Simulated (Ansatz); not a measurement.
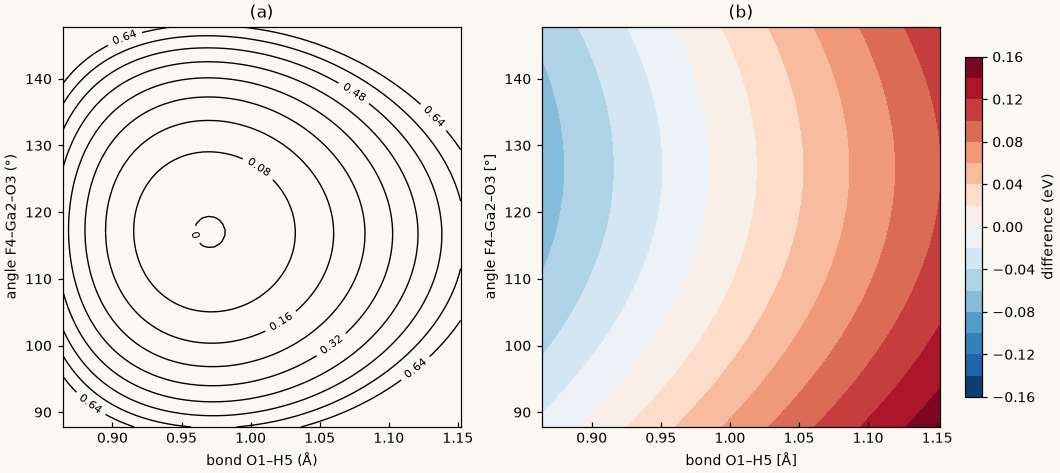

FGaH₂O₂, SMILES [OH][Ga]([OH])[F]. Two internal coordinates are moved rigidly from the geometry relaxed at PBE0-D4/def2-TZVP, all others fixed. The first coordinate is: bond O1–H5; the second: angle F4–Ga2–O3. The scan uses a 5 × 5 grid. Points are written as (first, second). All energies are given in eV relative to each map's own lowest point. All numbers below come from RKS PBE-D4/def2-TZVPP (Ansatz).

Panel (a): Ansatz, RKS PBE-D4/def2-TZVPP. Panel (b): the map at RKS PBE0-D4/def2-TZVPP (Ansatz 0.2.0) less the map of (a), each from its own lowest point.

Q: How does the change of method alter the landscape?

A: The difference runs from −0.07 eV at (0.864 Å, 132.8°) to 0.16 eV at (1.152 Å, 87.8°). The interpolated minimum moves from 0.9696 to 0.9583 Å in bond O1–H5 and 117.03 to 117.71° in angle F4–Ga2–O3.
